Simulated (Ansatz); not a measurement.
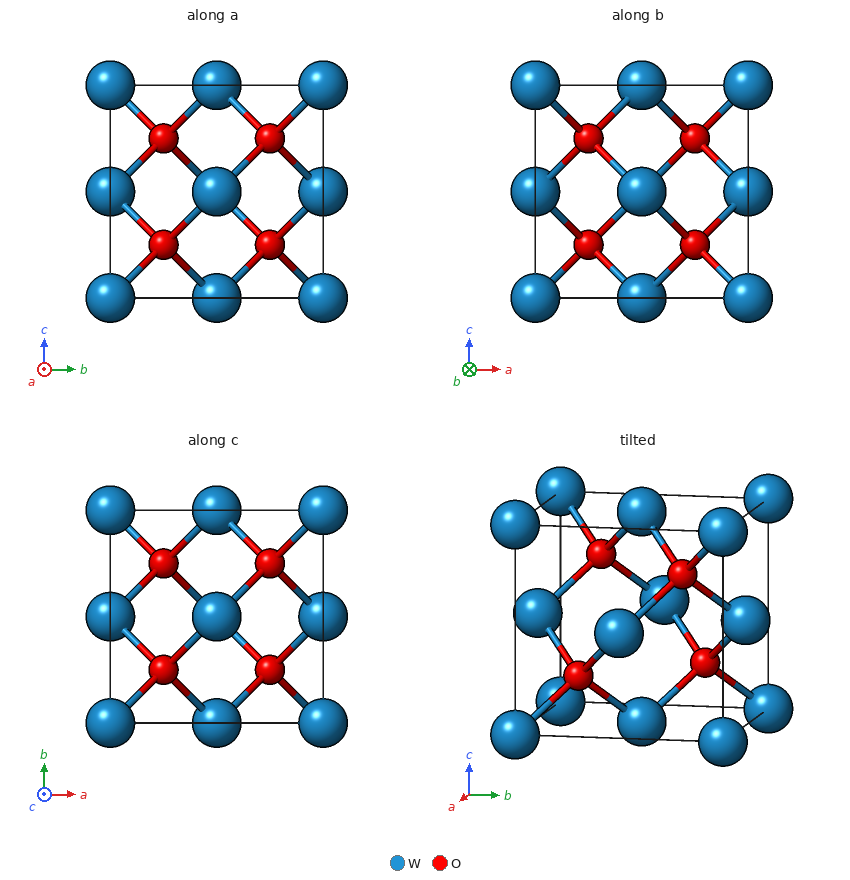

Ball-and-stick representation of a periodic structure, projected along the a axis, along the b axis, along the c axis and slightly off an axis. The edges of the conventional unit cell are marked.

Lattice parameters: a = 4.6469 Å, b = 4.6469 Å, c = 4.6469 Å, α = 90.000°, β = 90.000°, γ = 90.000°.

### Reconstruct the structure as a CIF in P1 with every atom of the cell.

```cif
data_structure
_symmetry_space_group_name_H-M 'P 1'
_symmetry_Int_Tables_number 1
_cell_length_a 4.6469
_cell_length_b 4.6469
_cell_length_c 4.6469
_cell_angle_alpha 90.000
_cell_angle_beta 90.000
_cell_angle_gamma 90.000
_cell_volume 100.35
loop_
_atom_site_label
_atom_site_type_symbol
_atom_site_fract_x
_atom_site_fract_y
_atom_site_fract_z
_atom_site_occupancy
W1 W 0.0000 0.0000 0.0000 1
O1 O 0.2500 0.2500 0.7500 1
W2 W 0.0000 0.5000 0.5000 1
O2 O 0.2500 0.7500 0.2500 1
W3 W 0.5000 0.0000 0.5000 1
O3 O 0.7500 0.2500 0.2500 1
W4 W 0.5000 0.5000 0.0000 1
O4 O 0.7500 0.7500 0.7500 1
```

The structure was taken from a structure type filled with these elements by a generator (whether the compound takes this form wasn't checked). Earlier steps of the study may have refined or changed the cell and positions. An electronic-structure calculation with Ansatz was run on it.
